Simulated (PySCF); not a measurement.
# C₆H₁₀SSi₂: what the fields show

The calculation's input:

```
{"job": {"kind": "nmr", "xc": "PBE0", "basis": "pcSseg-1"}, "charge": 0, "multiplicity": 1}
Si     3.582991    -0.450508    -0.319141
S      2.365409     1.247533     0.185590
C      0.766817     0.565192     0.038682
C      0.244469    -0.626108    -0.262048
C     -1.183804    -0.149167    -0.107637
Si    -2.396825    -0.360054    -1.533953
C     -1.661977    -0.181583     1.329154
C     -1.147055     1.004060     1.637491
C     -0.562696     1.239755     0.268559
H      4.924677     0.097793    -0.230412
H      3.224648    -0.873705    -1.667293
H      3.328720    -1.502888     0.656575
H      0.649657    -1.594896    -0.484477
H     -1.738157     0.064414    -2.769418
H     -3.575293     0.464714    -1.265847
H     -2.768564    -1.774423    -1.617503
H     -2.195675    -0.940459     1.870204
H     -1.100236     1.607688     2.524409
H     -0.766911     2.171892    -0.245232
```

Launched as:

```sh
OMP_NUM_THREADS=1 python probes_run.py task.json out
```

Geometry: GFN2-xTB.

Theory: PBE0/pcSseg-1, SCF density, gas phase, non-relativistic (PySCF 2.14.0).

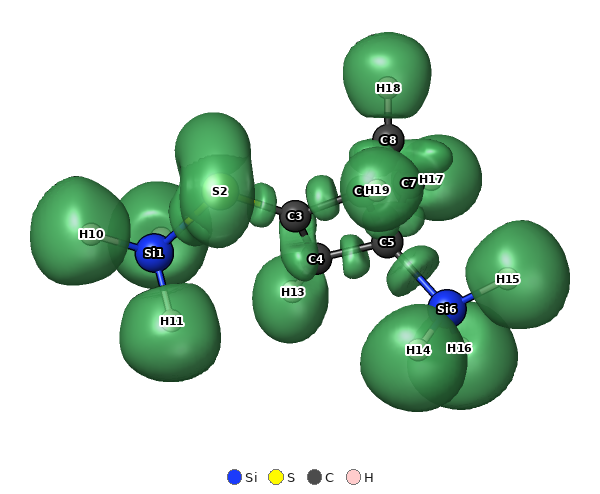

Figure 1. Isosurface of the ELF at 0.8 (green), seen across its widest extent. Only the valence region is drawn (cores and ρ < 0.01 e/Å³ removed).

> Identify the bonds, lone pairs and shells in this picture.

The surface consists of seven regions between bonded C–C atoms (shared pairs), one region between bonded C–S atoms (shared pairs), one region between bonded C–Si atoms (shared pairs), ten regions around hydrogen nuclei and one region on S in which the atom's valence shell and bonds are merged. Along the contacts the grid gives the following. C–C (1.33 Å): the ELF peaks at about 0.90 between the atoms (a short, multiple covalent bond). C–S (1.74 Å): the ELF peaks at about 0.90 between the atoms; a covalent bond.

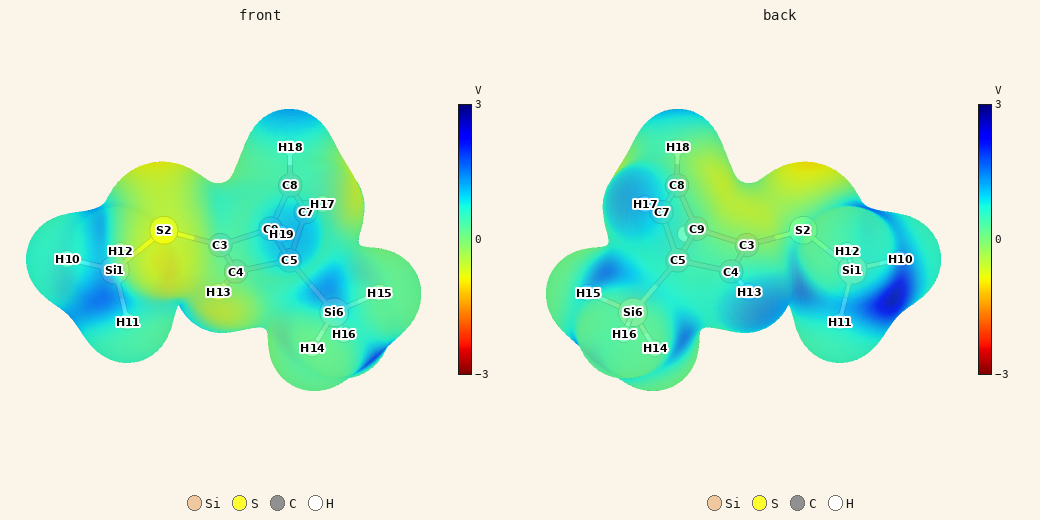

Figure 2. The electrostatic potential painted on the density surface at 0.004 e/bohr³, seen from the front and from behind; the colour scale runs from red (negative) to blue (positive).

> Describe the electrostatic potential map.

The most negative region (about −0.9 V) lies over S2, the most positive (about +2.3 V) over Si1.

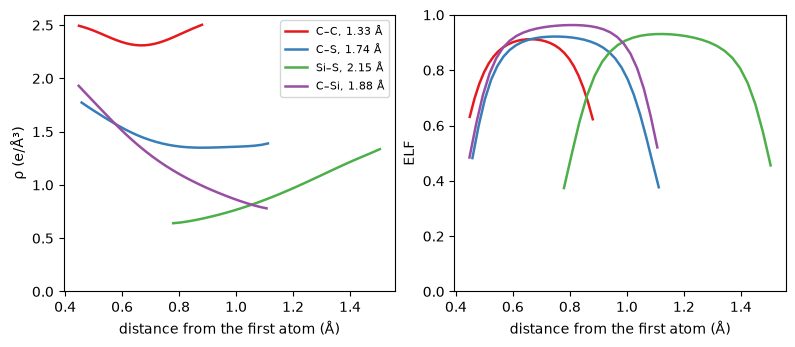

Figure 3. Total electron density and electron localisation function along straight lines between neighbouring atoms. The curves leave out the atomic cores.

> What can be read from the curves?

C–C (1.33 Å): the density is about 2.3 e/Å³ at the midpoint; the ELF peaks at about 0.90 between the atoms: a short, multiple covalent bond.
C–S (1.74 Å): the density is about 1.3 e/Å³ at the midpoint; the ELF peaks at about 0.90 between the atoms (a covalent bond).
Si–S (2.15 Å): the density is about 0.83 e/Å³ at the midpoint; the ELF peaks at about 0.95 between the atoms; a shared electron pair.
C–Si (1.88 Å): ρ is about 0.92 e/Å³ halfway; the ELF peaks at about 0.95 between the atoms (a covalent bond).
